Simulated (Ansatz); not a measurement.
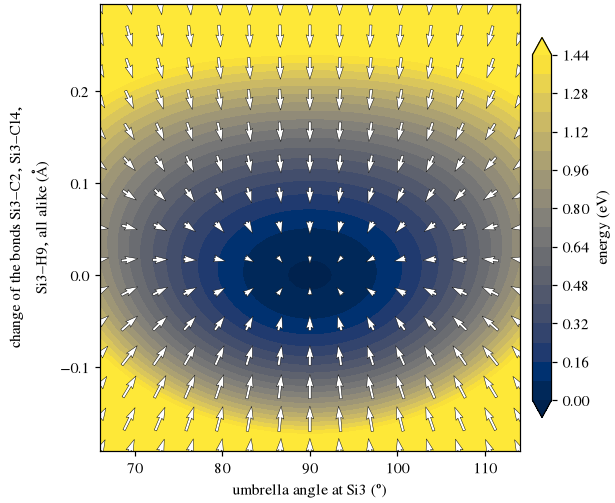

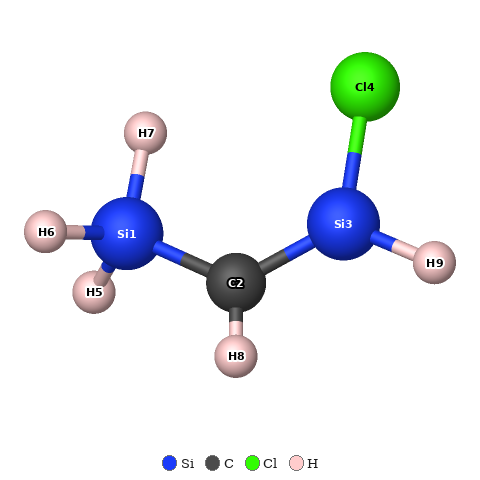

Energy landscape of CH5ClSi2, SMILES [SiH3]C=[SiH]Cl. First axis: umbrella angle at Si3 (between each of its bonds and their common axis; 90 is planar). Second axis: change of the bonds Si3–C2, Si3–Cl4, Si3–H9, all alike. Nothing is relaxed (all other coordinates rigid). Grid: 15 × 15 points. Points are written as (first, second). Energies are in eV, from the lowest grid point. Method: RKS SPW92 (LDA)/def2-TZVP (Ansatz 0.2.0).

In the figure: filled contours, arrows along the force (downhill), their lengths compressed, one colour for all values above the top of the scale. Between grid points the surface is interpolated. The second picture is the structure at the lowest point.

Q: Summarise what can be read from the map.

A: The lowest grid point is at (90.0°, 0.017 Å). It is the only kind of minimum in the scanned range. The highest grid point, (114.0°, −0.191 Å), lies 3.30 eV above the lowest. Round the minimum the two coordinates are nearly uncoupled.

Grid values (eV):

```
second ↓, first →  66.0  69.4  72.9  76.3  79.7  83.1  86.6  90.0  93.4  96.9  100.3  103.7  107.1  110.6  114.0
            0.295  2.24  2.16  2.10  2.06  2.04  2.02  2.02  2.01  2.02  2.02   2.04   2.06   2.10   2.16   2.24
            0.260  1.95  1.85  1.77  1.72  1.68  1.66  1.65  1.64  1.65  1.66   1.68   1.72   1.77   1.85   1.95
            0.225  1.67  1.56  1.47  1.40  1.35  1.32  1.30  1.29  1.30  1.32   1.35   1.40   1.47   1.56   1.67
            0.191  1.43  1.30  1.19  1.11  1.05  1.01  0.99  0.98  0.99  1.01   1.05   1.11   1.19   1.30   1.43
            0.156  1.22  1.06  0.94  0.84  0.77  0.72  0.69  0.69  0.69  0.72   0.77   0.84   0.94   1.06   1.22
            0.121  1.04  0.87  0.73  0.62  0.54  0.48  0.44  0.43  0.44  0.48   0.54   0.62   0.73   0.87   1.04
            0.087  0.92  0.73  0.57  0.45  0.35  0.28  0.24  0.23  0.24  0.28   0.35   0.45   0.57   0.73   0.92
            0.052  0.86  0.65  0.47  0.32  0.22  0.14  0.10  0.08  0.10  0.14   0.22   0.32   0.47   0.65   0.86
            0.017  0.87  0.63  0.43  0.27  0.15  0.07  0.02  0.00  0.02  0.07   0.15   0.27   0.43   0.63   0.87
           −0.017  0.96  0.70  0.48  0.30  0.17  0.08  0.02  0.00  0.02  0.08   0.17   0.30   0.48   0.70   0.96
           −0.052  1.15  0.87  0.62  0.43  0.29  0.18  0.12  0.10  0.12  0.18   0.29   0.43   0.62   0.87   1.15
           −0.087  1.47  1.15  0.88  0.68  0.51  0.40  0.33  0.31  0.33  0.40   0.51   0.68   0.88   1.15   1.47
           −0.121  1.90  1.56  1.27  1.04  0.87  0.74  0.67  0.64  0.67  0.74   0.87   1.04   1.27   1.56   1.90
           −0.156  2.51  2.13  1.82  1.57  1.38  1.25  1.16  1.14  1.16  1.25   1.38   1.57   1.82   2.13   2.51
           −0.191  3.30  2.90  2.55  2.29  2.08  1.94  1.85  1.82  1.85  1.94   2.08   2.29   2.55   2.90   3.30
```

Time for the 225 points that were run: 24 min on 1 thread of Arm Neoverse N1, with other jobs on the host.
